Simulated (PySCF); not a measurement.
```xyz
13

C    -1.3816    0.4830   -0.3384
C    -0.5864   -0.7192    0.1538
C     0.9207   -0.4132    0.2530
F     1.5841   -1.5454    0.7052
C     1.1699    0.6849    1.1844
N     1.3496    1.5402    1.9171
C     1.4617   -0.0349   -1.0510
N     1.8686    0.2568   -2.0757
H    -1.2703    1.3273    0.3393
H    -1.0509    0.7876   -1.3296
H    -2.4357    0.2247   -0.3931
H    -0.7059   -1.5648   -0.5280
H    -0.9282   -1.0265    1.1452
```

Geometry: GFN2-xTB.

Level of theory: PBE0/pcSseg-1, SCF density, gas phase, non-relativistic (PySCF).

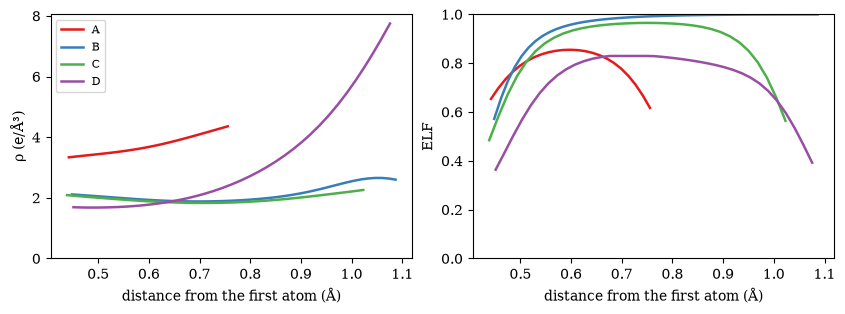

C5H5FN2. Electron density and electron localisation function along straight lines between neighbouring atoms. The curves leave out the atomic cores.

Question: Which curve belongs to which contact (C–C, C–F, C–H and C–N)? The first atom named is at distance zero.

Answer: Curve A: C–N (1.14 Å): the density is about 3.6 e/Å³ at the midpoint; the ELF peaks at about 0.85 between the atoms: a short, multiple covalent bond. Curve B: C–H (1.09 Å): ρ at the midpoint is about 2 e/Å³; the ELF climbs to about 1 towards the hydrogen, as it does in any bond to H (a covalent bond by its length). Curve C: C–C (1.46 Å): ρ is about 1.8 e/Å³ halfway; the ELF peaks at about 0.95 between the atoms; a shared electron pair. Curve D: C–F (1.39 Å): ρ at the midpoint is about 2.1 e/Å³, with its minimum of 1.7 e/Å³ about 0.5 Å from C; the ELF peaks at about 0.85 between the atoms; a polar covalent bond.
